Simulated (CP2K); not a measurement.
Band structure of CdSe (P6_3mc, 4 atoms in the cell).

```
CELL_PARAMETERS angstrom
      4.24657     0.00000     0.00000
     -2.12328     3.67763     0.00000
      0.00000     0.00000     6.92748
ATOMIC_POSITIONS crystal
  Cd 0.66667 0.33333 0.49995
  Cd 0.33333 0.66667 0.99995
  Se 0.66667 0.33333 0.87591
  Se 0.33333 0.66667 0.37591
```

Method: PBE, GPW, TZVP-MOLOPT-SR-GTH basis, GTH-PBE potentials (GTH_POTENTIALS) in CP2K.

Settings: CUTOFF = 500 Ry; REL_CUTOFF = 60 Ry; SMEAR/METHOD = GAUSSIAN; SIGMA = 0.02 eV; KPOINTS/SCHEME = MONKHORST-PACK 7 7 4; GAMMA_CENTERED = T; XC_FUNCTIONAL = PBE; Cd/BASIS_SET = TZVP-MOLOPT-SR-GTH; Cd/POTENTIAL = GTH-PBE-q12; Se/BASIS_SET = TZVP-MOLOPT-SR-GTH; Se/POTENTIAL = GTH-PBE-q6; METHOD = GPW; EPS_DEFAULT = 1e-10; EXTRAPOLATION = USE_GUESS.

The starting cell comes from a database of computed structures (which also holds hypothetical and non-ambient phases and stackings), without a prior relaxation at this level. Its lattice was rescaled by a random factor within 2.5 % of one. Values carry the incompleteness of an atom-centred basis.

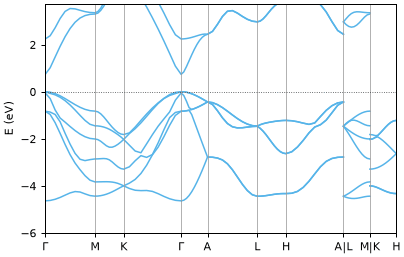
*Bands along the path, energies from the top of the valence band on the SCF mesh.*

Q: Read off roughly the gap and where its edges lie.

A: The gap along the path is about 0.7 eV (computed: 0.74 eV), direct at Γ to within 0.01 eV.

Levels in eV from the top of the valence band on the SCF mesh, bands 15 to 19:
```json
[
 {"point": "Γ", "15": "-0.83", "16": "-0.05", "17": "0.00", "18": "0.00", "19": "0.74"},
 {"point": "M", "15": "-2.86", "16": "-2.01", "17": "-1.45", "18": "-0.82", "19": "3.30"},
 {"point": "K", "15": "-3.29", "16": "-2.03", "17": "-2.03", "18": "-1.82", "19": "4.22"},
 {"point": "A", "15": "-0.43", "16": "-0.43", "17": "-0.43", "18": "-0.43", "19": "2.44"},
 {"point": "L", "15": "-1.47", "16": "-1.47", "17": "-1.46", "18": "-1.46", "19": "2.97"},
 {"point": "H", "15": "-2.63", "16": "-2.63", "17": "-1.22", "18": "-1.22", "19": "3.84"}
]
```

Higher empty bands are left out: an atom-centred basis made for the valence describes them poorly.
